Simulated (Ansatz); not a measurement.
# BaLiCl3 (built on the sites of a database entry of BaLiF3): a soft mode frozen in, part 2 of 2

Which phase does BaLiCl3 (built on the sites of a database entry of BaLiF3) fall into along its unstable mode, and how much energy does it gain?

Ansatz 0.2.0; DFT PBEsol, scalar-relativistic, plane waves, PAW.

So far, highest frequency on the path or at a solved wavevector (cm⁻¹): step 2 (phonons on a q mesh) 381. Also lowest frequency on the path (cm⁻¹): step 2 -81.9.

The structure was built from a prototype and need not be the compound's stable phase.

## (6) Relaxing from the distorted cell

Starting from the lowest point found, all atoms and the cell are let go, so that strain and other modes of the same symmetry can join in.

File input.yaml:

```yaml
crystal:
  lattice:
    - [4.7920317519, 4.7920317519, 0.0]
    - [4.7920317519, 0.0, 4.7920317519]
    - [4.7920317519, 0.0, -4.7920317519]
  atoms:
    - { symbol: Ba, position: [0.0, 0.5, 0.5] }
    - { symbol: Ba, position: [0.0, 0.0, 1.0] }
    - { symbol: Li, position: [0.5, 0.25, 0.75] }
    - { symbol: Li, position: [0.5, 0.75, 0.25] }
    - { symbol: Cl, position: [0.5, 0.5469529443, -0.0469529443] }
    - { symbol: Cl, position: [0.5, -0.0469529443, 0.5469529443] }
    - { symbol: Cl, position: [0.5, 0.4530470557, 0.4530470557] }
    - { symbol: Cl, position: [0.5, 0.0469529443, 0.0469529443] }
    - { symbol: Cl, position: [0.0, 1.0, 0.5] }
    - { symbol: Cl, position: [0.0, 0.5, 0.0] }
kpoints:
  mp_grid: { grid: [4, 4, 4] }
hamiltonian:
  xc: pbesol
scf:
  occupations: { method: fixed }
output:
  forces: true
  stress: true
  eigenvalues: true
relax:
  adjacent_minimum: "off"
  f_tol: 0.002
  max_steps: 120
  cell: { stress_tol: 0.03 }
```

Launch:

```
$ ansatz run input.yaml --threads 4 --pin off --max-ram 7168MiB --backend cpu --events-out ev --progress --plain --runs-dir out
```

Numbers of over 12 decimals in the logs are rounded to 6 here.

Output:

```text
[...]
Crystal: 10 atoms, lattice volume = 220.084 Å³
Basis set: ecut = 420 eV, 4285 PW (Γ), exchange–correlation on 96×96×96 points (8 copies of the dense FFT grid, shifted against one another)
Bands: 44, of which v1, the nominal top of the filled ones, is band 34 counted from 1 (33 counted from 0)
Symmetry: 16 space group operations
[...]
k-points: 13 of 64
[...]
SCF iter   1: F=—  HF=-18518.564220 eV  |F-HF|=—  |Δ(HF+E_count)|=         —  Δρ=4.27e-3  dr2=5.68e-2  ethr=1.77e-3  ⟨swp⟩=5.9  Hψ=2608  notcnv=0  defer=86
[...]
SCF iter   6: F=-18518.548539 eV  HF=-18518.548539 eV  |F-HF|=3.66e-9  |Δ(HF+E_count)|=   3.27e-7  Δρ=2.55e-6  dr2=1.99e-8  ethr=1.47e-10  ⟨swp⟩=15.3  Hψ=3980  notcnv=0
SCF 1 converged in 6 iterations: F = -18518.548539 eV  dr2 = 1.99e-8
[...]
relax step   1: F+E_penalty+E_count = -18518.54853939 eV  Δ(F+E_penalty+E_count) = +0.000e0 eV  max|allowed force component| = 2.931e-2 eV/Å  Δτ_max = 0.0000 Å  P = +1.010 GPa  Ω = 220.084 Å³  (6 SCF iters, dr2 threshold 1.00e-7 eV, accepted)
Crystal: 10 atoms, lattice volume = 225.453 Å³
Basis set: ecut = 420 eV, 4413 PW (Γ), exchange–correlation on 96×96×96 points (8 copies of the dense FFT grid, shifted against one another)
[...]
iter 1 solved again at ethr=6.04e-6 eV; its pass at ethr=3.10e-3 eV (dr2=4.11e-3 eV) is discarded
[...]
SCF iter   5: F=-18518.580704 eV  HF=-18518.580704 eV  |F-HF|=3.41e-9  |Δ(HF+E_count)|=   5.17e-7  Δρ=5.36e-6  dr2=8.05e-8  ethr=1.47e-9  ⟨swp⟩=13.0  Hψ=3446  notcnv=0
SCF 2 converged in 5 iterations: F = -18518.580704 eV  dr2 = 8.05e-8
relax step   2: F+E_penalty+E_count = -18518.58070423 eV  Δ(F+E_penalty+E_count) = -3.216e-2 eV  max|allowed force component| = 5.600e-2 eV/Å  Δτ_max = 0.0240 Å  P = +0.061 GPa  Ω = 225.453 Å³  energy of the carried Pulay correction = -7.539e-5 eV  (5 SCF iters, dr2 threshold 1.00e-6 eV, accepted)
Crystal: 10 atoms, lattice volume = 226.905 Å³
[...]
SCF iter   5: F=-18518.590765 eV  HF=-18518.590765 eV  |F-HF|=1.82e-8  |Δ(HF+E_count)|=   1.87e-7  Δρ=4.72e-6  dr2=6.75e-8  ethr=5.35e-10  ⟨swp⟩=13.4  Hψ=3447  notcnv=0
SCF 3 converged in 5 iterations: F = -18518.590765 eV  dr2 = 6.75e-8
relax step   3: F+E_penalty+E_count = -18518.59076458 eV  Δ(F+E_penalty+E_count) = -1.006e-2 eV  max|allowed force component| = 2.174e-2 eV/Å  Δτ_max = 0.0431 Å  P = -0.069 GPa  Ω = 226.905 Å³  energy of the carried Pulay correction = -9.547e-5 eV  (5 SCF iters, dr2 threshold 3.64e-7 eV, accepted)
[...]
relax step   4: F+E_penalty+E_count = -18518.59160160 eV  Δ(F+E_penalty+E_count) = -8.370e-4 eV  max|allowed force component| = 2.142e-3 eV/Å  Δτ_max = 0.0178 Å  P = -0.004 GPa  Ω = 226.858 Å³  energy of the carried Pulay correction = -9.482e-5 eV  (5 SCF iters, dr2 threshold 2.95e-8 eV, accepted)
[...]
relax step   5: F+E_penalty+E_count = -18518.59161088 eV  Δ(F+E_penalty+E_count) = -9.281e-6 eV  max|allowed force component| = 1.966e-6 eV/Å  Δτ_max = 0.0017 Å  P = -0.001 GPa  Ω = 226.805 Å³  energy of the carried Pulay correction = -9.409e-5 eV  (5 SCF iters, dr2 threshold 2.87e-10 eV, accepted)
[...]
SCF iter   4: F=-18518.591731 eV  HF=-18518.591731 eV  |F-HF|=2.55e-11  |Δ(HF+E_count)|=  1.60e-10  Δρ=1.37e-7  dr2=3.21e-11  ethr=1.00e-12  ⟨swp⟩=16.2  Hψ=4103  notcnv=0
SCF 6 converged in 4 iterations: F = -18518.591731 eV  dr2 = 3.21e-11
relax step   6: F+E_penalty+E_count = -18518.59173115 eV  Δ(F+E_penalty+E_count) = -1.203e-4 eV  max|allowed force component| = 4.781e-8 eV/Å  Δτ_max = 0.0000 Å  P = -0.000 GPa  Ω = 226.805 Å³  stress off target by 2.12e-3 GPa  SCF on the basis re-selected at this cell (its energy is not comparable with the rows above)  (4 SCF iters)
basis re-selected at this cell: Δ(F+E_penalty+E_count) = -1.203e-4 eV, ΔP = +0.001 GPa vs the last step (what re-selecting the basis moved, of the pressure what is left beyond the Pulay correction that the steps carried, after the strain that the cell walked since its last selection, with what the two solves' SCF thresholds leave and, on support functions, any second-order correction that the steps lacked; it is no m [...]
SCF converged after 4 iterations
Free energy (F): -18518.591731 eV
[...]
Internal energy: -18518.591731 eV  (E = F + TS)
E sigma→0 (E₀):  -18518.591731 eV
Fermi energy:    4.154589 eV
[...]
--- Stress (GPa, compression-positive) ---
       -0.001230      -0.000000      -0.000000
       -0.000000       0.002118       0.000000
       -0.000000       0.000000      -0.001230
  P = ⅓ Tr σ = -0.0001 GPa (-0.001 kbar)
--- Band table (eV; the first three rows and the last of 13) ---
  k-point 0: bands = [... 30 lower, 4.0104, 4.0825, 4.1546, 4.1546, 8.5141, 9.1363, 9.8175, 9.9524, ... 6 higher]
  k-point 1: bands = [... 30 lower, 3.9002, 3.9306, 4.0329, 4.1116, 8.9437, 9.5718, 10.1056, 10.1745, ... 6 higher]
  k-point 2: bands = [... 30 lower, 3.9247, 3.9247, 4.0207, 4.0207, 9.8280, 9.8280, 10.1392, 10.1392, ... 6 higher]
  k-point 12: bands = [... 30 lower, 3.9450, 3.9793, 3.9793, 4.0731, 9.7014, 9.7130, 10.1398, 10.6323, ... 6 higher]
--- Relaxed structure (5 steps of the walk, 5 accepted, 1 SCFs on fresh bases) ---
  F+E_penalty+E_count = -18518.59173115 eV   max|allowed force component| = 4.781e-8 eV/Å   (the final SCF, on the basis selected at the relaxed cell)
  cell:  # Å, volume = 226.8049 Å³
    - [4.793029, 4.936309, 0]
    - [4.793029, 0, 4.793029]
    - [4.793029, 0, -4.793029]
  atoms:
    - { symbol: Ba, position: [0, 0.500000, 0.500000] }
    - { symbol: Ba, position: [0, 0.0, 1.000000] }
    - { symbol: Li, position: [0.5, 0.250000, 0.750000] }
    - { symbol: Li, position: [0.5, 0.750000, 0.250000] }
    - { symbol: Cl, position: [0.5, 0.555632, -0.055632] }
    - { symbol: Cl, position: [0.5, -0.055632, 0.555632] }
    - { symbol: Cl, position: [0.5, 0.444368, 0.444368] }
    - { symbol: Cl, position: [0.5, 0.055632, 0.055632] }
    - { symbol: Cl, position: [0, 1.000000, 0.500000] }
    - { symbol: Cl, position: [0, 0.500000, 0.0] }
```

Elapsed: 13 s, on 4 threads of Arm Neoverse V2, shared host; peak memory 0.67 GiB; 48 s of CPU time.

The steps of the relaxation:

```csv
step,energy less that of the first step (eV),largest force component (eV/Å),pressure (GPa),volume (Å³)
1,0.0000,0.0293,1.01,220.08
2,-0.0322,0.0560,0.06,225.45
3,-0.0422,0.0217,-0.07,226.91
4,-0.0431,0.0021,0.00,226.86
5,-0.0431,0.0000,0.00,226.80
6*,-0.0432,0.0000,0.00,226.80
```

Relaxation steps marked * repeat the geometry before them on a plane-wave basis chosen anew for their cell, so energy and pressure can jump there.

The run keeps the 16 symmetry operations that it works with, so distortions that break them were not tested.

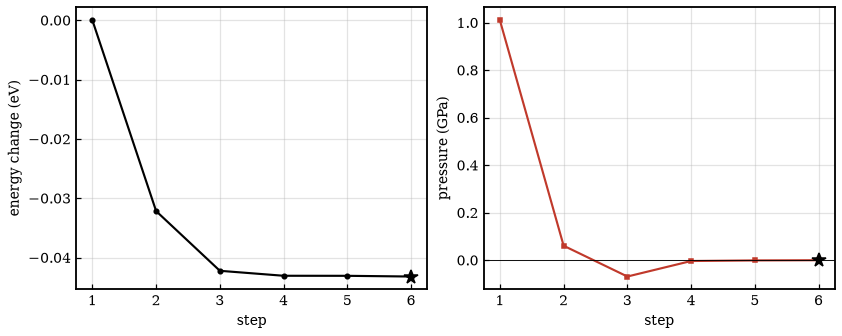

Energy and pressure along the relaxation. Stars mark steps on a basis chosen anew.

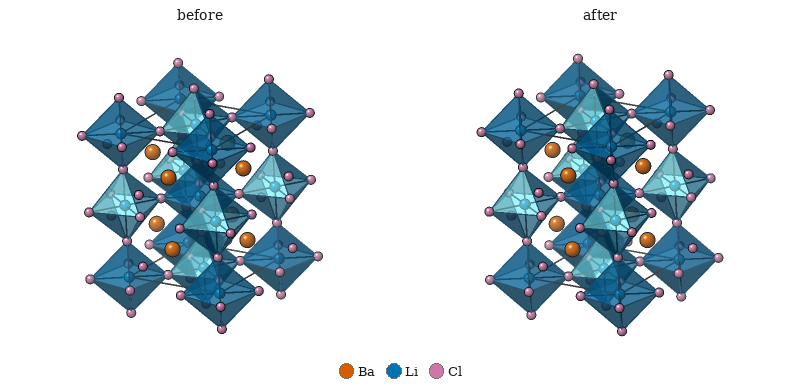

The structure before and after the relaxation, drawn at the same scale.

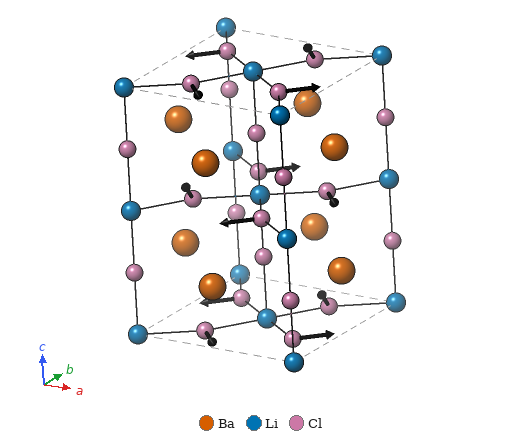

Displacements in the relaxation, exaggerated, measured against the changing cell; the longest in the cell stands for 0.08 Å. Some periodic images of atoms are drawn too.

```csv
"conventional cell, symmetrised",before,after,change
a (Å),6.777,6.778,+0.0 %
b (Å),6.777,6.778,+0.0 %
c (Å),9.584,9.873,+3.0 %
volume (Å³/atom),22.01,22.68,+3.1 %
```

The atoms that moved most (Å, as changes of fractional coordinates times the final cell):

```csv
atom,dx,dy,dz,length
Cl7,-0.083,0.000,0.000,0.083
Cl8,0.083,0.000,0.000,0.083
Cl5,0.000,0.000,0.083,0.083
Cl6,0.000,0.000,-0.083,0.083
```

The relaxed structure:

```
Ba Li Cl
1.0
     4.79303    4.93631    0.00000
     4.79303    0.00000    4.79303
     4.79303    0.00000   -4.79303
Ba Li Cl
2 2 6
Direct
  0.00000 0.50000 0.50000
  0.00000 0.00000 0.00000
  0.50000 0.25000 0.75000
  0.50000 0.75000 0.25000
  0.50000 0.55563 0.94437
  0.50000 0.94437 0.55563
  0.50000 0.44437 0.44437
  0.50000 0.05563 0.05563
  0.00000 0.00000 0.50000
  0.00000 0.50000 0.00000
```

This step gave:

* pressure: -1.14e-4 GPa
* gap on the k-mesh: 4.360 eV
* volume per atom: 22.68 Å³

The distorted start has space group I4/mcm; the relaxation ends in I4/mcm.

## (7) Outcome

| Item | Value |
| --- | --- |
| unstable mode of the parent | q = (-0.5, -0.5, -0.5), 82i cm⁻¹ |
| depth at the lowest point sampled | 18.1 meV/atom |
| largest atomic shift at that point | 0.45 Å |
| space group reached (within 0.01 Å) | I4/mcm |
| energy gained over the parent (first relaxation, on the mesh of the frozen mode) | 22.4 meV/atom |
| volume per atom, phase reached | 22.7 Å³ |
| gap on the k-mesh, phase reached | 4.36 eV |

Along this mode the structure falls into I4/mcm, 22.4 meV/atom below the parent. At the parent's cell the well is 18.11 meV/atom deep on the steps tried, with its lowest point at a shift of 0.45 Å. Relaxing atoms and cell changes the gain by +4.32 meV/atom against the lowest step (energies at zero smearing). The modes of the phase reached were not computed on this path. Of the 4 patterns followed to their end from this parent, this one ends 1.80 meV/atom above the lowest, Imma. Another end point lies within 1 meV/atom; how such a difference moves with mesh and cutoff was not tested. Each path keeps the symmetry of its pattern, so a lower phase may lie along a pattern not tried. Spin-orbit coupling is left out, which can matter for the heavy elements here. The starting cell was built on a prototype and not taken from a measurement, so the phase need not exist.

[Logs are printed without paths, hosts, clocks, repeated set-up lines and the standing remarks that a program may print on its own settings, such as how far it seeks lower states.]

[Hosts, paths, dates, database ids (printed as entryN), source tags and the programs' standing remarks are cut or masked in the printed files.]
